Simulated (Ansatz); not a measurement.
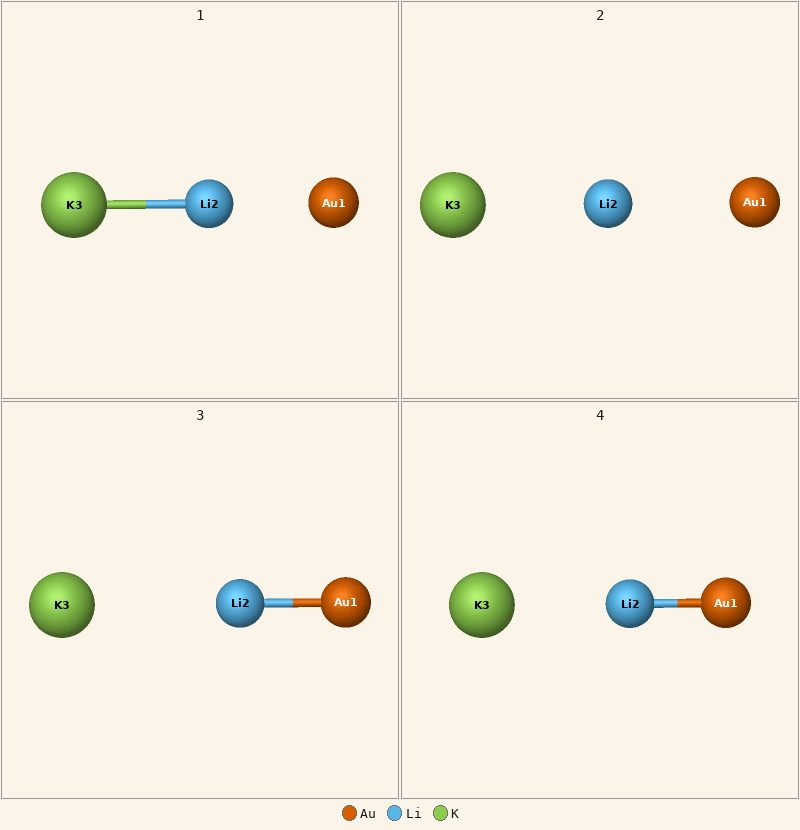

The system Au + LiK, spin multiplicity 2. Coordinates scanned: (1) distance Au1–Li2; (2) distance Li2–K3. Nothing is relaxed (the angle Au1–Li2–K3 is fixed at 180 degrees). Grid: 12 × 12 points. All energies are given in eV relative to the lowest grid point. These are results of UHF/def2-TZVPD in Ansatz 0.2.0, not measurements.

The numbered pictures are structures from this grid.

Question: Which is the most stable, and how do the others follow?

Answer: 3, at distance Au1–Li2 = 2.408 Å, distance Li2–K3 = 4.062 Å: 0.00 eV; 4, at distance Au1–Li2 = 2.183 Å, distance Li2–K3 = 3.376 Å: 0.27 eV; 1, at distance Au1–Li2 = 2.840 Å, distance Li2–K3 = 3.078 Å: 0.48 eV; 2, at distance Au1–Li2 = 3.345 Å, distance Li2–K3 = 3.537 Å: 0.68 eV.

The map, with the structures marked:

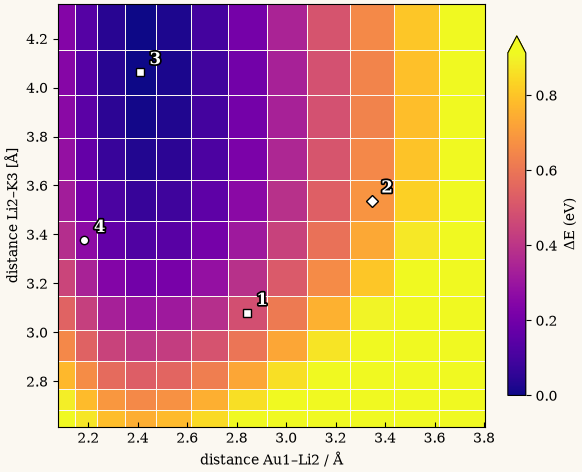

The picture shows one coloured cell a grid point, one colour for all values above the top of the scale.
